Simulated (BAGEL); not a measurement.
**HF/STO-3G (density fitting with qzvpp-jkfit) run of GaHBrCl (SMILES [Cl][GaH][Br])**

Aim: the energy change on altering one bond length of GaHBrCl at HF/STO-3G (density fitting with qzvpp-jkfit), from 2 runs. 

The calculation is run with BAGEL 1.2.2.

8 further runs of the same task are left out: 4 that didn't finish, 4 set aside as unsound or not needed. Runs told in other sessions of the task aren't counted.

## (1) The molecule

GaHBrCl: 4 atoms, total charge 0, spin state singlet. As SMILES, `[Cl][GaH][Br]`. The coordinates come from a PBE0-D4/def2-TZVP relaxation.

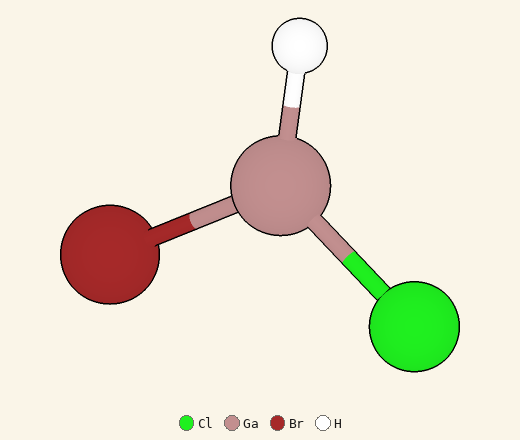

Viewed from a chosen angle; chlorine green, gallium pink, bromine red, hydrogen white.

## (2) A single-point energy at HF/STO-3G (density fitting with qzvpp-jkfit)

calc.json

```json
{ "bagel": [

{
  "title": "molecule",
  "basis": "sto-3g",
  "df_basis": "qzvpp-jkfit",
  "angstrom": true,
  "geometry": [
    { "atom": "Cl", "xyz": [   -1.970500,   -0.096100,   -0.528400 ] },
    { "atom": "Ga", "xyz": [    0.088800,    0.166300,   -0.052400 ] },
    { "atom": "Br", "xyz": [    1.109200,   -1.623600,    0.905300 ] },
    { "atom": "H", "xyz": [    0.828100,    1.493000,   -0.344800 ] }
  ]
},
{ "title": "hf", "charge": 0 },
{ "title": "print", "file": "orbitals.molden", "orbitals": true }

]}
```

Run with:

```console
$ BAGEL_NUM_THREADS=1 BAGEL calc.json > calc.out
```

The log of the run:

```text
* using 1 threads per process

  ===============================================================
  ===============================================================

  *** Geometry ***

  { "atom" : "Cl", "xyz" : [     -3.723705,     -0.181603,     -0.998531 ] },
  { "atom" : "Ga", "xyz" : [      0.167808,      0.314261,     -0.099022 ] },
  { "atom" : "Br", "xyz" : [      2.096084,     -3.068159,      1.710769 ] },
  { "atom" : "H", "xyz" : [      1.564882,      2.821361,     -0.651578 ] },

  Number of auxiliary basis functions:      678

  Since a DF basis is specified, we compute 2- and 3-index integrals:
    o Being stored without compression. Storage requirement is 0.011 GB

  Number of basis functions:       46
  Number of electrons      :       84

    * METHOD: MOLECULE                             0.41

  *** RHF ***

  === Nuclear Repulsion ===
   487.0716172527

      * DIIS with orbital gradients will be used.

  === RHF iteration (sto-3g) ===
      0      -4900.77322029          0.00652648           0.10
      1      -4900.83153120          0.00120966           0.09
      2      -4900.83419868          0.00045758           0.09
      3      -4900.83462168          0.00014557           0.09
      4      -4900.83469514          0.00007341           0.09
      5      -4900.83472278          0.00002037           0.09
      6      -4900.83472417          0.00001302           0.09
      7      -4900.83472496          0.00000613           0.09
      8      -4900.83472516          0.00000181           0.09
      9      -4900.83472517          0.00000056           0.09
     10      -4900.83472517          0.00000021           0.09
     11      -4900.83472517          0.00000010           0.09
     12      -4900.83472517          0.00000003           0.09
     13      -4900.83472517          0.00000002           0.09
     14      -4900.83472517          0.00000001           0.09
    * SCF iteration converged.

    * Permanent dipole moment:
           (   -0.671699,    -0.537757,     0.014778) a.u.

    * METHOD: HF                                   1.62

    * METHOD: PRINT                                0.01

  ===============================================================
```

Run time: 2.2 s. Hardware: 1 thread of Arm Neoverse V1, shared host; peak memory 0.11 GiB.

## (3) The distorted shape at the same level

hf.json

```json
{ "bagel": [

{
  "title": "molecule",
  "basis": "sto-3g",
  "df_basis": "qzvpp-jkfit",
  "angstrom": "true",
  "geometry": [
    { "atom": "Cl", "xyz": [      -3.000117,      -0.227296,      -0.766392 ] },
    { "atom": "Ga", "xyz": [       0.088800,       0.166300,      -0.052400 ] },
    { "atom": "Br", "xyz": [       1.109200,      -1.623600,       0.905300 ] },
    { "atom": "H", "xyz": [       0.828100,       1.493000,      -0.344800 ] }
  ]
},

{ "title": "hf" },

{ "title": "print", "file": "orbitals.molden", "orbitals": "true" }

]}
```

Run with:

```console
$ BAGEL_NUM_THREADS=1 BAGEL hf.json > hf.out
```

The log of the run:

```text
* using 1 threads per process

  ===============================================================
  ===============================================================

  *** Geometry ***

  { "atom" : "Cl", "xyz" : [     -5.669399,     -0.429527,     -1.448271 ] },
  { "atom" : "Ga", "xyz" : [      0.167808,      0.314261,     -0.099022 ] },
  { "atom" : "Br", "xyz" : [      2.096084,     -3.068159,      1.710769 ] },
  { "atom" : "H", "xyz" : [      1.564882,      2.821361,     -0.651578 ] },

  Number of auxiliary basis functions:      678

  Since a DF basis is specified, we compute 2- and 3-index integrals:
    o Being stored without compression. Storage requirement is 0.011 GB

  Number of basis functions:       46
  Number of electrons      :       84

    * METHOD: MOLECULE                             0.39

  *** RHF ***

  === Nuclear Repulsion ===
   425.9339904014

      * DIIS with orbital gradients will be used.

  === RHF iteration (sto-3g) ===
      0      -4900.54032954          0.00940944           0.10
      1      -4900.66178944          0.00456247           0.09
      2      -4900.68179539          0.00085112           0.09
      3      -4900.68324232          0.00027385           0.09
      4      -4900.68343782          0.00017353           0.09
      5      -4900.68357686          0.00007371           0.09
      6      -4900.68360293          0.00003314           0.09
      7      -4900.68360736          0.00002071           0.09
      8      -4900.68360961          0.00001078           0.09
      9      -4900.68361024          0.00000430           0.09
     10      -4900.68361033          0.00000164           0.09
     11      -4900.68361034          0.00000107           0.09
     12      -4900.68361034          0.00000064           0.09
     13      -4900.68361034          0.00000029           0.09
     14      -4900.68361034          0.00000017           0.09
     15      -4900.68361034          0.00000009           0.09
     16      -4900.68361034          0.00000007           0.09
     17      -4900.68361034          0.00000003           0.09
     18      -4900.68361034          0.00000002           0.09
     19      -4900.68361034          0.00000001           0.09
    * SCF iteration converged.

    * Permanent dipole moment:
           (   -2.299404,    -0.565114,    -0.429169) a.u.

    * METHOD: HF                                   2.06

    * METHOD: PRINT                                0.01

  ===============================================================
```

Wall time 2.6 s (1 thread of Arm Neoverse V1, shared host); peak memory 0.11 GiB.

## (4) Outcome

At HF/STO-3G (density fitting with qzvpp-jkfit):

| quantity | value |
| --- | --- |
| first shape: total energy | -4900.83473 Eh |
| first shape: dipole moment | 2.19 D |
| first shape: HOMO energy | -8.53 eV |
| first shape: LUMO energy | 3.77 eV |
| first shape: HOMO–LUMO gap | 12.30 eV |
| distorted shape: total energy | -4900.68361 Eh |
| distorted shape: dipole moment | 6.12 D |
| distorted shape: HOMO energy | -7.19 eV |
| distorted shape: LUMO energy | 1.78 eV |
| distorted shape: HOMO–LUMO gap | 8.97 eV |
| energy change with the Cl1–Ga2 bond stretched from 2.130 to 3.195 Å | 4.112 eV |

In words: With the Cl1–Ga2 bond stretched from 2.130 to 3.195 Å the energy rises by 4.11 eV (95 kcal/mol). The first shape isn't relaxed at this level, so the change isn't measured from a minimum. The minimal basis adds a large error of its own.
